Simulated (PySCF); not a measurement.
# CoOH3: triplet, from a square planar start

Where does triplet CoOH3 go from a square planar start, is the end point a minimum, and what are its modes, charges and moments?

Program: PySCF 2.14.0. Level of theory: PBE0, basis Co def2-TZVP, O def2-TZVP, H def2-TZVP, no relativity, density fitting. These are calculated values, not measurements.

**1. Where the work starts**

5 atoms, charge 0, spin multiplicity 3.

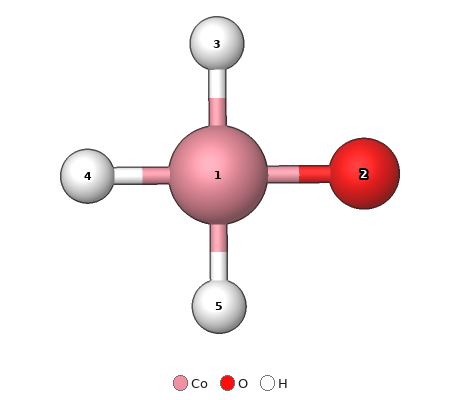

Start geometry, drawn with cobalt pink, oxygen red, hydrogen white; atoms are numbered from 1 in the order of the file.

Z-matrix (Å, degrees; charge 0 multiplicity 3):
```
Co
O  1 1.6000
H  1 1.4300 2 90.00
H  1 1.4300 3 90.00 2 180.00
H  1 1.4300 2 90.00 3 180.00
```

**2. The SCF at the typed geometry**

One driver script runs all steps and calls PySCF; scf.py shows how it sets up the SCF of each step. The optimiser is the driver's own. After this first run the driver tries any further starts and a stability analysis.

scf.py

```python
from pyscf import gto, scf, dft
mol = gto.M(atom='''
Co     0.000000     0.000000     0.000000
O     -0.000000    -1.600000     0.000000
H      1.430000     0.000000     0.000000
H      0.000000     1.430000     0.000000
H     -1.430000     0.000000     0.000000''',
    basis={'Co': 'def2-TZVP', 'O': 'def2-TZVP', 'H': 'def2-TZVP'},
    charge=0, spin=2)
mf = dft.UKS(mol, xc='PBE0')
mf.grids.atom_grid = (50, 194)
aux = {'Co': 'def2-universal-JKFIT', 'O': 'def2-universal-JKFIT', 'H': 'def2-universal-JKFIT'}
mf = mf.density_fit(auxbasis=aux)
mf.conv_tol = 1e-08
mf.diis_space = 10
mf.max_cycle = 60
mf.init_guess = 'minao'
mf.verbose = 4
mf.kernel()
```

Command:

```
> OMP_NUM_THREADS=4 python axn.py task.json out
```

What it wrote (excerpt; [...] marks lines left out):

```text
[... the frontier levels of the middle cycles are left out ...]
init E= -1458.44319044655
[... the frontier-level lines of each cycle are left out ...]
cycle= 1 E= -1443.38150798836  delta_E= 15.1  |g|= 5.68  |ddm|= 20.7
cycle= 2 E= -1413.54037946393  delta_E= 29.8  |g|=   12  |ddm|= 22.2
cycle= 3 E= -1446.80898795027  delta_E= -33.3  |g|= 7.51  |ddm|= 6.54
cycle= 4 E= -1445.91462129716  delta_E= 0.894  |g|= 6.83  |ddm|=    2
cycle= 5 E= -1451.48222154979  delta_E= -5.57  |g|= 5.92  |ddm|= 2.03
cycle= 6 E= -1451.03376937648  delta_E= 0.448  |g|= 5.53  |ddm|= 1.52
cycle= 7 E= -1455.85605009164  delta_E= -4.82  |g|=  3.8  |ddm|= 1.56
cycle= 8 E= -1457.3537926718  delta_E= -1.5  |g|= 2.87  |ddm|= 0.798
cycle= 9 E= -1457.05333176318  delta_E=  0.3  |g|= 3.14  |ddm|= 0.54
cycle= 10 E= -1456.96302027829  delta_E= 0.0903  |g|= 3.23  |ddm|= 0.206
cycle= 11 E= -1457.42863739993  delta_E= -0.466  |g|= 2.87  |ddm|= 0.467
cycle= 12 E= -1454.62555262472  delta_E=  2.8  |g|= 4.16  |ddm|= 2.87
cycle= 13 E= -1458.65592502123  delta_E= -4.03  |g|= 1.61  |ddm|= 2.69
cycle= 14 E= -1459.18486662511  delta_E= -0.529  |g|= 0.618  |ddm|= 0.798
[... 7 cycles left out ...]
cycle= 22 E= -1459.31544339525  delta_E= -0.00249  |g|= 0.0192  |ddm|= 0.103
cycle= 23 E= -1459.31728798525  delta_E= -0.00184  |g|= 0.0257  |ddm|= 0.125
cycle= 24 E= -1459.31671007955  delta_E= 0.000578  |g|= 0.0222  |ddm|= 0.072
cycle= 25 E= -1459.31805119127  delta_E= -0.00134  |g|= 0.013  |ddm|= 0.0895
cycle= 26 E= -1459.31825439959  delta_E= -0.000203  |g|= 0.0108  |ddm|= 0.0228
cycle= 27 E= -1459.31829481678  delta_E= -4.04e-05  |g|= 0.0131  |ddm|= 0.0186
cycle= 28 E= -1459.31849529664  delta_E= -0.0002  |g|= 0.00334  |ddm|= 0.0339
cycle= 29 E= -1459.31851752973  delta_E= -2.22e-05  |g|= 0.00369  |ddm|= 0.00887
cycle= 30 E= -1459.31853893274  delta_E= -2.14e-05  |g|= 0.00317  |ddm|= 0.0115
cycle= 31 E= -1459.31855536175  delta_E= -1.64e-05  |g|= 0.000874  |ddm|= 0.0161
cycle= 32 E= -1459.31855601015  delta_E= -6.48e-07  |g|= 0.000317  |ddm|= 0.00157
cycle= 33 E= -1459.31855611932  delta_E= -1.09e-07  |g|= 4.34e-05  |ddm|= 0.000731
cycle= 34 E= -1459.31855613213  delta_E= -1.28e-08  |g|= 1.76e-05  |ddm|= 0.000497
cycle= 35 E= -1459.31855613245  delta_E= -3.2e-10  |g|= 2.34e-06  |ddm|= 3.85e-05
Extra cycle  E= -1459.31855613243  delta_E= 1.86e-11  |g|= 8.23e-06  |ddm|= 4.55e-06
converged SCF energy = -1459.31855613243  <S^2> = 2.5111717  2S+1 = 3.3233547
```

This step, with its further starts and checks, ran for 21 s (4 threads of Arm Neoverse N1, shared host).

The starts that the driver tried:

```csv
start,energy (Eh)
the minimal-basis guess,-1459.318556
a thermally smeared density,-1459.318556
a smeared PBE density,-1459.318556
```

No lower solution of this spin turned up from the other starts or in the test of internal stability.

**3. Relaxation: square planar start, triplet**

The program finds C2v symmetry in the start, which this walk keeps. Threshold on the gradient: 0.0003 Eh/bohr, with a further test on the energy change.

scf.py, as its differences from that of step 2:

```diff
@@ -3,5 +3,5 @@
-Co     0.000000     0.000000     0.000000
-O     -0.000000    -1.600000     0.000000
-H      1.430000     0.000000     0.000000
-H      0.000000     1.430000     0.000000
-H     -1.430000     0.000000     0.000000''',
+Co     0.000000     0.309816     0.000000
+O      0.000000    -1.290184     0.000000
+H      1.430000     0.309816     0.000000
+H      0.000000     1.739816     0.000000
+H     -1.430000     0.309816     0.000000''',
@@ -17 +16,0 @@
-mf.init_guess = 'minao'
```

Energy and gradient, step by step:

| step | energy (Eh) | change (kJ/mol) | largest symmetric gradient (Eh/bohr) |
| --- | --- | --- | --- |
| 0 | -1459.318556 | 0.00 | 0.07588 |
| 1 | -1459.331598 | -34.24 | 0.05604 |
| 2 | -1459.343348 | -65.09 | 0.01665 |
| 3 | -1459.347181 | -75.16 | 0.01856 |
| 4 | -1459.352049 | -87.94 | 0.02700 |
| 5 | -1459.360242 | -109.45 | 0.03277 |
| 6 | -1459.374900 | -147.93 | 0.03119 |
| 7 | -1459.391842 | -192.41 | 0.00945 |
| 8 | -1459.392174 | -193.28 | 0.01990 |
| 9 | -1459.393577 | -196.97 | 0.00878 |
| 10 | -1459.393746 | -197.41 | 0.00399 |
| 11 | -1459.393814 | -197.59 | 0.00129 |
| 12 | -1459.393818 | -197.60 | 0.00049 |
| 13 | -1459.393819 | -197.60 | 0.00011 |

The walk took 33 s.

Geometry (Å) and forces (eV/Å) at some steps:

```
step 0
Co   0.000   0.310   0.000   0.000  -3.902   0.000
O    0.000  -1.290   0.000   0.000  -0.163   0.000
H    1.430   0.310   0.000   2.070   1.013   0.000
H    0.000   1.740   0.000   0.000   2.039   0.000
H   -1.430   0.310   0.000  -2.070   1.013   0.000
step 1
Co   0.000   0.273   0.000   0.000  -2.882   0.000
O    0.000  -1.327   0.000   0.000   0.001   0.000
H    1.479   0.339   0.000   0.973   0.939   0.000
H    0.000   1.755   0.000   0.000   1.002   0.000
H   -1.479   0.339   0.000  -0.973   0.939   0.000
step 7
Co   0.000  -0.108   0.000   0.000  -0.301   0.000
O    0.000  -1.748   0.000   0.000  -0.184   0.000
H    1.114   0.927   0.000  -0.486   0.032   0.000
H    0.000   1.381   0.000   0.000   0.420   0.000
H   -1.114   0.927   0.000   0.486   0.032   0.000
step 13
Co   0.000  -0.148   0.000   0.000  -0.004   0.000
O    0.000  -1.795   0.000   0.000   0.006   0.000
H    1.035   0.970   0.000  -0.002   0.000   0.000
H    0.000   1.381   0.000   0.000  -0.002   0.000
H   -1.035   0.970   0.000   0.002   0.000   0.000
```

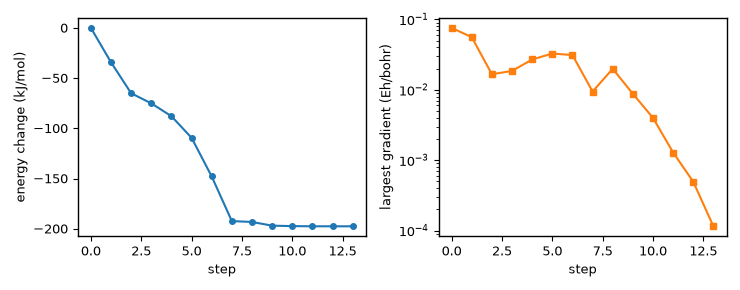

Energy and largest gradient along the walk.

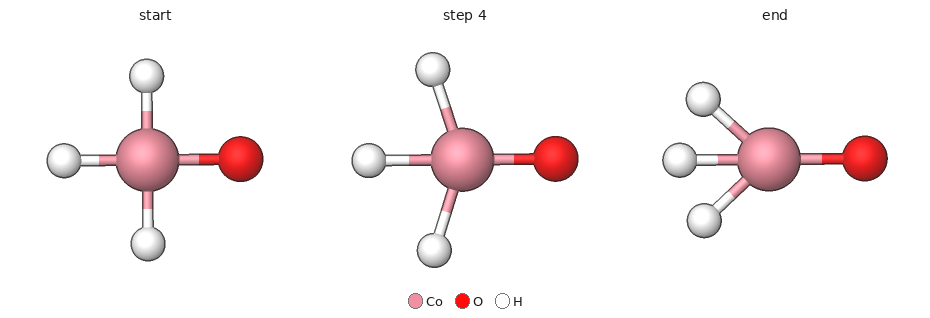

The geometry along the walk, at one scale.

It settles in C2v symmetry, 197.6 kJ/mol below the start, after 13 steps: Co–H 1.523 Å (×2), Co–H 1.529 Å, Co–O 1.647 Å; H–Co–H 42.8° (×2), H–Co–H 85.6°, H–Co–O 137.2° (×2), H–Co–O 180.0°.

**4. Frequencies**

The point is checked on the finer grid, and tightened if its gradient asks for it. The Hessian and the dipole derivatives come from central differences of analytic gradients, with steps of 0.02 bohr.

scf.py, as its differences from that of step 3:

```diff
@@ -3,5 +3,5 @@
-Co     0.000000     0.309816     0.000000
-O      0.000000    -1.290184     0.000000
-H      1.430000     0.309816     0.000000
-H      0.000000     1.739816     0.000000
-H     -1.430000     0.309816     0.000000''',
+Co    -0.000000     0.290240     0.000000
+O      0.000000    -1.356935     0.000000
+H      1.035657     1.406985     0.000000
+H     -0.000000     1.817116     0.000000
+H     -1.035657     1.406985     0.000000''',
@@ -11 +11 @@
-mf.grids.atom_grid = (50, 194)
+mf.grids.atom_grid = (75, 302)
@@ -14 +14 @@
-mf.conv_tol = 1e-08
+mf.conv_tol = 1e-10
```

The driver hands on the density of the step before, so the log starts near convergence.

SCF at the final geometry:

```text
init E= -1459.39377412354
[... the frontier-level lines of each cycle are left out ...]
cycle= 1 E= -1459.39377412342  delta_E= 1.2e-10  |g|= 2.44e-05  |ddm|= 8.45e-06
cycle= 2 E= -1459.39377412023  delta_E= 3.2e-09  |g|= 0.000123  |ddm|= 4.21e-05
cycle= 3 E= -1459.39377412355  delta_E= -3.33e-09  |g|= 2.36e-06  |ddm|= 3.57e-05
cycle= 4 E= -1459.39377412355  delta_E= 1.59e-12  |g|= 2.01e-07  |ddm|= 1.29e-06
Extra cycle  E= -1459.39377412354  delta_E= 7.5e-12  |g|= 4.81e-07  |ddm|= 4.2e-07
converged SCF energy = -1459.39377412354  <S^2> = 2.0399257  2S+1 = 3.0265001
```

The whole step took 84 s.

Geometry: C2v; Co–H 1.523 Å (×2), Co–H 1.527 Å, Co–O 1.647 Å; H–Co–H 42.8° (×2), H–Co–H 85.7°, H–Co–O 137.2° (×2), H–Co–O 180.0°.

Harmonic modes (main isotopes):

```json
{"symmetry": "b2", "ω (cm⁻¹)": "974i", "IR (km/mol)": "512", "μ (u)": "1.01", "type": "bend"}
{"symmetry": "b2", "ω (cm⁻¹)": "267", "IR (km/mol)": "39.1", "μ (u)": "1.29", "type": "bend"}
{"symmetry": "b1", "ω (cm⁻¹)": "400", "IR (km/mol)": "0.0", "μ (u)": "1.26", "type": "bend"}
{"symmetry": "a1", "ω (cm⁻¹)": "684", "IR (km/mol)": "2.8", "μ (u)": "16.33", "type": "stretch"}
{"symmetry": "a1", "ω (cm⁻¹)": "976", "IR (km/mol)": "45.6", "μ (u)": "1.04", "type": "bend"}
{"symmetry": "b1", "ω (cm⁻¹)": "1057", "IR (km/mol)": "13.2", "μ (u)": "1.01", "type": "bend"}
{"symmetry": "a1", "ω (cm⁻¹)": "1944", "IR (km/mol)": "31.3", "μ (u)": "1.02", "type": "stretch"}
{"symmetry": "b2", "ω (cm⁻¹)": "1952", "IR (km/mol)": "26.2", "μ (u)": "1.03", "type": "stretch"}
{"symmetry": "a1", "ω (cm⁻¹)": "2160", "IR (km/mol)": "54.4", "μ (u)": "1.01", "type": "stretch"}
```

1 mode is imaginary, the largest at 974i cm⁻¹: a saddle point, not a minimum.

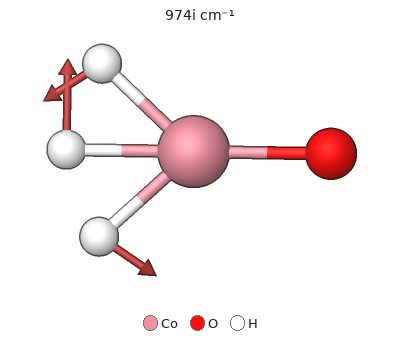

The imaginary mode, as arrows.

Constants and moments:

```
Dipole moment                                                   : 3.65 D
Highest occupied level                                          : -7.51 eV
Lowest empty level                                              : -3.31 eV
Rotational constants                                            : 7.797, 0.4039, 0.384 cm⁻¹
Zero-point energy (real modes)                                  : 56.5 kJ/mol
Principal polarisabilities                                      : 19.1, 32.8, 53.1 bohr³
Atomisation energy without zero-point energy                    : 1011 kJ/mol
Principal traceless quadrupole moments about the centre of mass : -2.08, -0.94, 3.02 D Å
Spin squared ⟨S²⟩                                               : 2.040
```

Charges (e) and bond orders:

```json
{"atom": "Co1", "Mulliken": "0.35", "Löwdin": "0.03", "polar tensor": "0.12", "spin (Mulliken)": "1.41", "Mayer order to Co1": "–"}
{"atom": "O2", "Mulliken": "-0.47", "Löwdin": "-0.26", "polar tensor": "-0.30", "spin (Mulliken)": "0.78", "Mayer order to Co1": "1.52"}
{"atom": "H3,5", "Mulliken": "-0.02", "Löwdin": "0.05", "polar tensor": "-0.07", "spin (Mulliken)": "-0.09", "Mayer order to Co1": "0.66"}
{"atom": "H4", "Mulliken": "0.15", "Löwdin": "0.13", "polar tensor": "0.32", "spin (Mulliken)": "-0.01", "Mayer order to Co1": "0.41"}
```

Mulliken populations on Co1: s 6.56, p 12.40, d 7.68, f 0.00.

(Part 1 of 2 ends here.)
